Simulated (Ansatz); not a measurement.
# Calculations on C$_{2}$H$_{8}$ClNSi

**1. Relaxation**

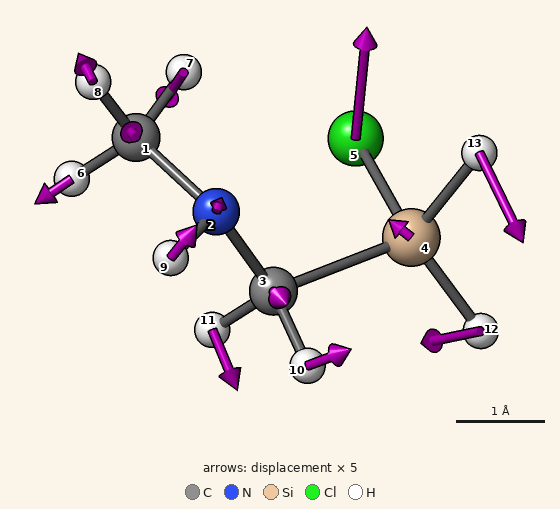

This is a relaxation of C₂H₈ClNSi. The starting structure is drawn; purple arrows show the displacements, magnified 5 times. The two geometries are superimposed by the best rigid fit.

The picture is a ball-and-stick view, seen at a tilt.

The run prepares an end point of a later path (torsion) calculation, from a guessed geometry.

Theory: RKS PBE-D4/def2-SVP (Ansatz 0.2.0).

The input:
```yaml
crystal:
  periodic: [false, false, false]
  atoms:
    - { symbol: C, position_ang: [-1.5264, -0.6166, 0.5332] }
    - { symbol: "N", position_ang: [-0.204, -0.5774, 1.0175] }
    - { symbol: C, position_ang: [0.7681, -0.4671, -0.0752] }
    - { symbol: Si, position_ang: [1.2155, 1.2787, -0.6839] }
    - { symbol: Cl, position_ang: [-0.2792, 1.8239, -2.067] }
    - { symbol: H, position_ang: [-1.7395, -1.3503, -0.2149] }
    - { symbol: H, position_ang: [-1.8232, 0.3933, 0.0876] }
    - { symbol: H, position_ang: [-2.2191, -0.7299, 1.3524] }
    - { symbol: H, position_ang: [-0.0475, -1.4395, 1.5546] }
    - { symbol: H, position_ang: [1.751, -0.8292, 0.3782] }
    - { symbol: H, position_ang: [0.5482, -1.1448, -0.868] }
    - { symbol: H, position_ang: [2.4589, 1.3117, -1.3886] }
    - { symbol: H, position_ang: [1.1176, 2.3124, 0.3889] }
basis:
  gaussian: { orbitals: def2-SVP }
hamiltonian:
  xc: pbe
  dispersion: d4
relax:
  f_tol: 0.015
  max_steps: 40
```

Command:
```bash
ansatz run input.yaml --threads 2 --pin off --max-ram 3072MiB --backend cpu --events-out ev --progress --plain --runs-dir out
```

What happened in the run?

Cl5 moves most after the best rigid fit: 0.30 Å. By element the largest moves are Cl 0.30 Å, H 0.25 Å, C 0.09 Å, Si 0.07 Å, N 0.04 Å. Some distances before and after: Si4–H12 1.430 → 1.505 Å, C3–H11 1.066 → 1.125 Å, C1–H6 1.069 → 1.124 Å, C1–N2 1.409 → 1.455 Å. Among the angles between lasting bonds that change: C3–Si4–Cl5 106.3° → 112.6°, H7–C1–H8 102.8° → 107.5°, N2–C3–H10 104.5° → 109.0°. After 12 geometry steps the energy has fallen by 0.359 eV. Largest force component: 2.6 eV/Å at the start, 0.013 eV/Å at the end. The run took 30 s on 2 threads of Arm Neoverse V2, with other jobs on the host, peak memory 0.15 GiB.

**2. Relaxation**

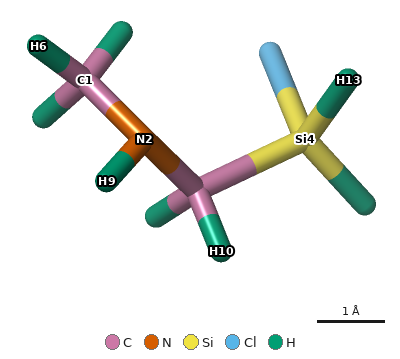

Starting structure of C2H8ClNSi. A stick model, seen at a tilt.

The run prepares an end point of a later path (torsion) calculation, from a guessed geometry.

Computed with RKS PBE-D4/def2-SVP (Ansatz 0.2.0).

Input
```yaml
crystal:
  periodic: [false, false, false]
  atoms:
    - { symbol: C, position_ang: [-1.5264, -0.6166, 0.5332] }
    - { symbol: "N", position_ang: [-0.204, -0.5774, 1.0175] }
    - { symbol: C, position_ang: [0.01095, 0.56763, 1.90848] }
    - { symbol: Si, position_ang: [-0.38209, 0.33355, 3.75489] }
    - { symbol: Cl, position_ang: [-2.45381, 0.66251, 3.96487] }
    - { symbol: H, position_ang: [-1.7395, -1.3503, -0.2149] }
    - { symbol: H, position_ang: [-1.8232, 0.3933, 0.0876] }
    - { symbol: H, position_ang: [-2.2191, -0.7299, 1.3524] }
    - { symbol: H, position_ang: [0.42035, -0.52353, 0.20297] }
    - { symbol: H, position_ang: [1.14247, 0.71732, 1.91465] }
    - { symbol: H, position_ang: [-0.39733, 1.4647, 1.5026] }
    - { symbol: H, position_ang: [0.27288, 1.2987, 4.58147] }
    - { symbol: H, position_ang: [-0.18468, -1.07176, 4.21874] }
basis:
  gaussian: { orbitals: def2-SVP }
hamiltonian:
  xc: pbe
  dispersion: d4
relax:
  f_tol: 0.015
  max_steps: 40
```

Launched with:
```bash
ansatz run input.yaml --threads 2 --pin off --max-ram 3072MiB --backend cpu --events-out ev --progress --plain --runs-dir out
```

### What does the optimiser find from here?

The largest move after the best rigid fit is that of Cl5, 0.26 Å. Largest moves by element: Cl 0.26 Å, H 0.22 Å, C 0.12 Å, Si 0.07 Å, N 0.05 Å. Near-neighbour distances that change, for instance: Si4–H12 1.430 → 1.505 Å, C3–H11 1.066 → 1.125 Å, C1–N2 1.409 → 1.455 Å, C1–H6 1.069 → 1.109 Å. Among the angles between lasting bonds that change: N2–C1–H6 116.5° → 109.7°, C3–Si4–Cl5 106.3° → 112.5°, N2–C3–H10 104.5° → 109.0°. Over 12 accepted moves (13 points after the start) the energy falls by 0.363 eV. Largest force component: 2.6 eV/Å at the start, 0.011 eV/Å at the end. The line search rejected the trial step at point 7 of the run. Cost: 31 s on 2 threads of Arm Neoverse V2, with other jobs on the host, peak memory 0.16 GiB.

The structure at the end:

```xyz
13

C    -1.6073   -0.5274    0.5216
N    -0.2455   -0.5662    1.0316
C     0.1069    0.5453    1.9051
Si   -0.4313    0.3164    3.7118
Cl   -2.5127    0.4079    3.9471
H    -1.7717   -1.3791   -0.1687
H    -1.8711    0.4180   -0.0242
H    -2.3320   -0.6288    1.3547
H     0.4118   -0.6027    0.2447
H     1.2167    0.6053    1.9874
H    -0.2252    1.5570    1.5411
H     0.1496    1.4343    4.5350
H     0.0283   -1.0119    4.2371
```

After the run, drawn alike:

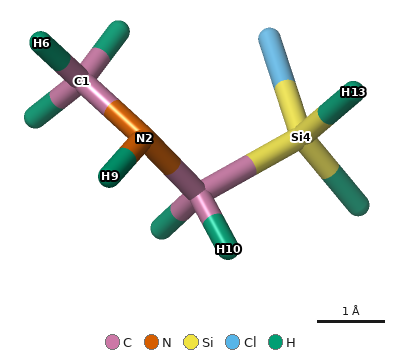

**3. Path**

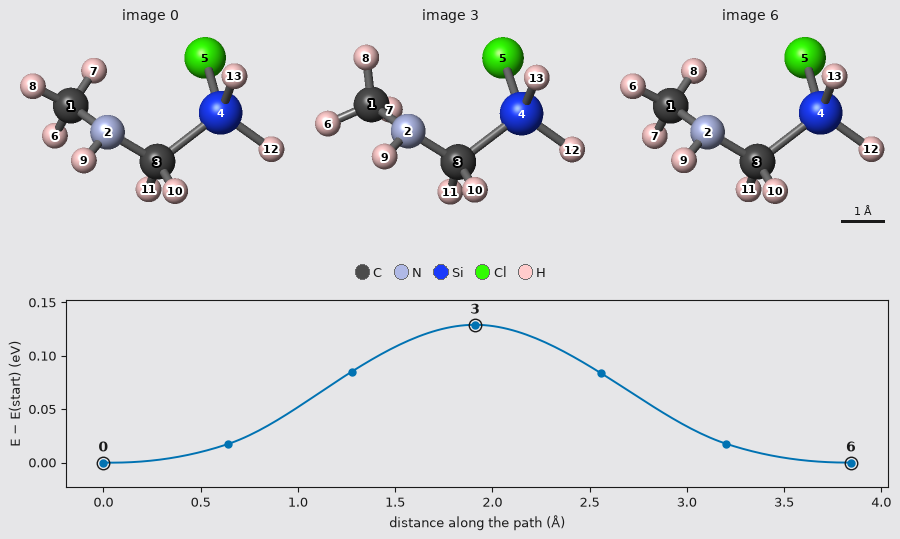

A nudged-elastic-band calculation for C2H8ClNSi. Images are numbered from 0 (start) to 6 (end). Style: ball-and-stick. Shown at a tilt.

Computed with Ansatz, RKS PBE-D4/def2-SVP. Set-up: 5 movable images; climbing image; force threshold 0.05 eV/Å; iteration limit 60; starting path through a guess of the saddle point.

> Describe the mechanism and the energy profile.

The barrier is about 0.129 eV in both directions, with image 3 at the top; the ends have the same energy. The motion is a rotation about the C1–N2 bond by about 120°. No bond forms or breaks between the ends. Among the angles between lasting bonds that change up to the highest image: N2–C1–H8 109.7° → 112.3°, C1–N2–C3 114.6° → 116.8°. The band is converged. At the top, the vibrational analysis gives one imaginary mode (245i cm⁻¹), as a transition state must have.

Cost: 2.1 min on 2 threads of Arm Neoverse V2 (shared host), peak memory 0.16 GiB.
